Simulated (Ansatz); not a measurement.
The relaxed structure here is a generated cell of TaRu: the first start was made by a random draw of sites in a space group, and the end was not matched to a known phase here, so it may be hypothetical.

A relaxed structure of TaRu. Space group I4mm (No. 107). The numbers are results of PBE (plane waves to 420 eV, PAW, scalar-relativistic; Ansatz, a program for electronic structure), not measurements.

```xyz
2
Lattice="-1.5815 1.5815 3.8257 1.5815 -1.5815 3.8257 1.5815 1.5815 -3.8257" Properties=species:S:1:pos:R:3 pbc="T T T"
Ru     0.0000     0.0000     3.6434
Ta     0.0000     0.0000     1.1190
```

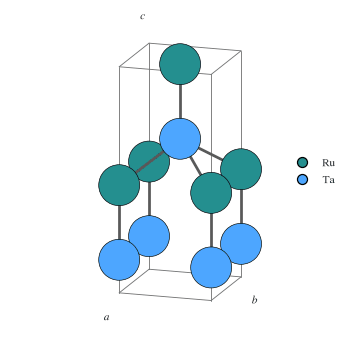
Figure. The conventional cell of the relaxed structure

For TaRu, the volume per atom comes out as 19.14 Å³ and the density is 12.24 g/cm³. The band gap is no gap (metallic) and the shortest distances is Ru–Ta 2.52 Å; Ru–Ru 3.16 Å; Ta–Ta 3.16 Å. The k-mesh comes out as 21×21×21.

Band energies at high-symmetry points (eV from the Fermi level; labels of this space group; no spin-orbit coupling), from −5 eV up to 1.2 eV:

```
point                                        energies
-----  ----------------------------------------------
Γ           -4.49 -2.84 -1.60 -1.18 -1.18 -1.06 -0.09
X            -4.31 -3.35 -2.76 -2.51 -1.40 -0.67 0.34
P      -3.81 -3.50 -3.05 -3.05 -0.48 -0.25 -0.25 0.34
N                 -4.66 -4.29 -2.64 -2.59 -2.34 -2.11
M            -4.93 -4.42 -2.08 -1.87 -1.87 -1.44 0.97
S                  -3.84 -3.14 -2.64 -2.19 -1.54 1.15
S0                 -3.84 -3.14 -2.64 -2.19 -1.54 1.15
R           -4.11 -3.30 -2.81 -2.73 -1.66 -0.57 -0.47
```

No spin polarisation in the result.

The run could not lose the symmetry of its start: the end is stationary, and may be a saddle point rather than a minimum.
